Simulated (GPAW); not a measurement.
**Energy mapping worked by hand: free-standing square Eu monolayer, spacing 4.032 A**

Can a spin model with one coupling foretell the energy of a further order of free-standing square Eu monolayer, spacing 4.032 A?

Method: PBE with U = 3.6 eV on Eu f; plane waves with GPAW's PAW setups, scalar-relativistic, in GPAW 26.7.0.

## Step 1: The starting structure

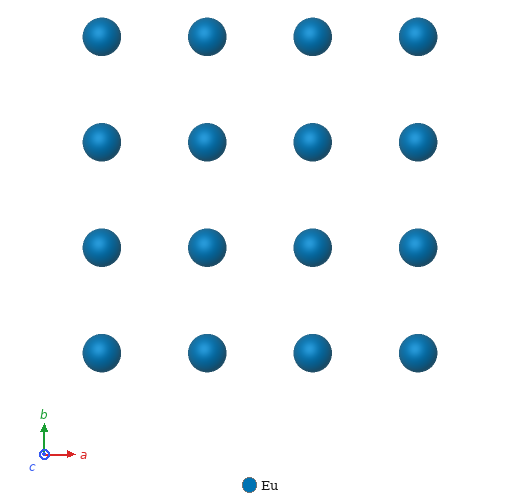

Start, viewed from above; europium blue. 3×3×1 cells are drawn. Some periodic images of atoms are drawn too.

The cell holds 1 atom: 1 Eu. Cell: a = 4.032 Å, b = 4.032 Å, c = 14.000 Å, α = 90.0°, β = 90.0°, γ = 90.0°. model lattice. Vacuum lies along c.

## Step 2: The parallel order

All energies count from this run. A Hubbard U of customary size acts on the open shell; it was not fitted to this crystal.

order1.py reads:

```python
import json
import numpy as np
from ase import Atoms
from ase.parallel import paropen, parprint
from gpaw import GPAW

atoms = Atoms(['Eu'],
    cell=[[4.032, 0.0, 0.0],
         [0.0, 4.032, 0.0],
         [0.0, 0.0, 14.0]],
    scaled_positions=[[0.0, 0.0, 0.5]],
    pbc=True,
    magmoms=[7.0])
atoms.calc = GPAW(mode={'name': 'pw', 'ecut': 700},
    xc='PBE',
    kpts={'size': (8, 8, 1), 'gamma': True},
    occupations={'name': 'fermi-dirac', 'width': 0.1},
    convergence={'density': 1e-05, 'energy': 1e-05},
    maxiter=200,
    setups={'Eu': ':f,3.6'},
    symmetry={'tolerance': 1e-4},
    txt='order1.txt')
e = atoms.get_potential_energy(force_consistent=True)
res = {'free_energy': e, 'energy_sigma0': atoms.get_potential_energy(), 'fermi_energy': atoms.calc.get_fermi_level()}
res['moments'] = atoms.get_magnetic_moments().tolist()
res['total'] = atoms.get_magnetic_moment()
parprint('site moments (muB):', np.round(res['moments'], 3))
parprint(f"total moment: {res['total']:.3f} muB")
parprint(f'free energy: {e:.6f} eV')
atoms.calc.write('order1.gpw')
with paropen('results.json', 'w') as f:
    json.dump(res, f)
```

The run is started by

```bash
$ OMP_NUM_THREADS=1 python3 order1.py > order1.log
```

Numbers of over 12 decimals in the logs are rounded to 6 here.

The program printed:

```text
site moments (muB): [6.844]
total moment: 7.403 muB
free energy: -8.880849 eV

--- order1.txt ---
Input parameters:
  mode=PW(ecut=700),
  convergence={'density': 1e-05, 'energy': 1e-05},
  kpts=MonkhorstPack(size=(8, 8, 1), gamma=True),
  maxiter=200,
  occupations=Occupations(name='fermi-dirac', width=0.1),
  setups={'Eu': ':f,3.6'},
  symmetry=Symmetry(tolerance=0.0001),
  xc=XC(name='PBE')

[...]
|          4 |        -3.639 |     1.000 |        -3.081 |     1.000 |
[...]
|         13 |        -0.555 |     0.266 |         4.168 |     0.000 |
|         14 |        -0.207 |     0.011 |         5.129 |     0.000 |
|         15 |         1.638 |     0.000 |         5.207 |     0.000 |
|        ... |               |           |               |           |
|         18 |         2.904 |     0.000 |         5.564 |     0.000 |

No gap
No difference between direct/indirect transitions


[key lines of the parts left out:]
Free energy:      -8.880849
Converged in 13 steps
dipole moment: (-22.122523, -22.122523, -0.000001)  # |e|*Ang
Fermi level: -0.656
```

Wall time 38 s (1 MPI rank of AMD EPYC 9R45, shared host); peak memory 0.41 GiB.

Spin moment in the augmentation sphere by atom:

```tsv
atom	spin moment in the augmentation sphere (μB)
Eu1	6.84
```

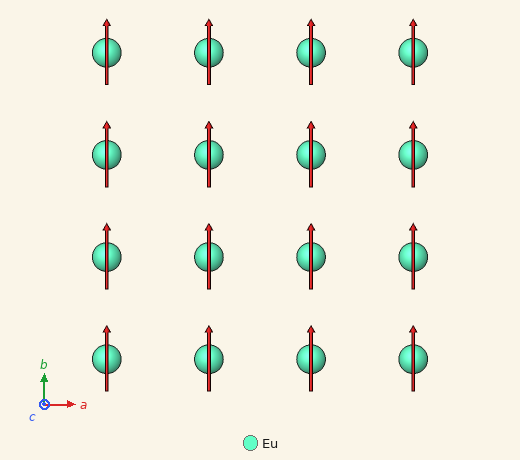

Spin moment in the augmentation sphere as arrows, the longest 6.84 μB. Up and down stand for the sign. Arrows give size and sign along the axis of quantisation, drawn up and down the page. 3×3×1 cells are drawn. Some periodic images of atoms are drawn too.

Read from the output:

```yaml
magnetization: 7.403 μB
final_state: ferromagnetic
```

After 13 cycles the largest moment stands at 6.84 μB.

## Step 3: The orders used for the fit

The other orders were run with the same settings, on meshes that hold the same points. Free energies (smearing 0.1 eV, its entropy term included) are divided by the number of Eu atoms; q is in fractions of the reciprocal vectors of the first run's cell.

```tsv
order	atoms	mesh	free energy (eV)	eV per Eu	largest moment (μB)
F +	1	8×8×1	-8.8808	-8.8808	6.84
AF q=(0,1/2,0) +-	2	8×4×1	-17.7596	-8.8798	6.83
```

## Step 4: Counting neighbours

With E = −Σ J e_i·e_j over ordered pairs of unit vectors, turning a neighbour from parallel to opposed costs 2J a Eu atom. So an order lies 2 Σ n J over the parallel one, n being the opposed neighbours in each shell.

```tsv
shell	distance (Å)	neighbours	opposed in AF q=(0,1/2,0) +-	opposed in AF q=(1/2,1/2,0) +-
J1	4.03	4	2	4
J2	5.70	4	4	0
```

Only J1 is kept.

## Step 5: Solving

```
2 × 2 × J1 = +1.06 meV    (AF q=(0,1/2,0) +-)
J1 = +0.26 meV
```

## Step 6: The test

The couplings now give the orders that were left out:

```
2 × 4 × (+0.26) = +2.08 meV    (AF q=(1/2,1/2,0) +-)
```

The runs themselves:

```tsv
order	atoms	mesh	free energy (eV)	eV per Eu	largest moment (μB)	over the parallel order (meV)	foretold (meV)
AF q=(1/2,1/2,0) +-	2	4×8×1	-17.7341	-8.8670	6.81	+13.81	+2.08
```

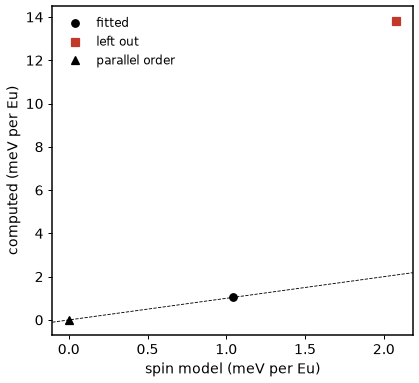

Computed energies of the orders against the model; the dashed line marks agreement.

## Step 7: One more shell

The miss asks for the next shell, which takes one more order into the fit and leaves none for a test.

```
2 × 2 × J1 + 2 × 4 × J2 = +1.06 meV    (AF q=(0,1/2,0) +-)
2 × 4 × J1 = +13.81 meV    (AF q=(1/2,1/2,0) +-)
J1 = +1.73 meV
J2 = -0.73 meV
```

## Step 8: Outcome

```yaml
j1_eu_eu_at_4p03_a: 0.26 meV
largest_miss_on_the_orders_left_out: 12 meV
j1_with_2_shells: 1.73 meV
j2_with_2_shells: -0.73 meV
```

The model misses the order left out by 12 meV, 85 % of the span of the orders, so it fails: these couplings alone don't describe the crystal. With the next shell added the couplings are J1 = +1.73 and J2 = -0.73 meV, untested. The first dropped shell that the test feels is J2 at 5.70 Å. The site moments spread by 0.44 % over the orders. In a metal couplings reach far, and the mesh was not tested. The couplings are effective ones: further shells with opposed neighbours are folded into them or show in the miss. No mean-field temperature is given: it needs a model that holds, an unfrustrated order and couplings in all three dimensions. The f shell is half filled, so the spin-only picture is fair.

[Logs and program files are shortened in this print: banners, set-up blocks, solver, clock and traceback lines can be left out without a mark of their own.]

[Logs are printed without paths, hosts, clocks, repeated set-up lines and the standing remarks that a program may print on its own settings, such as how far it seeks lower states.]

[Hosts, paths, dates, database ids (printed as entryN), source tags and the programs' standing remarks are cut or masked in the printed files.]

[Where a cell is said to come from a database of computed structures, the database is the Materials Project.]
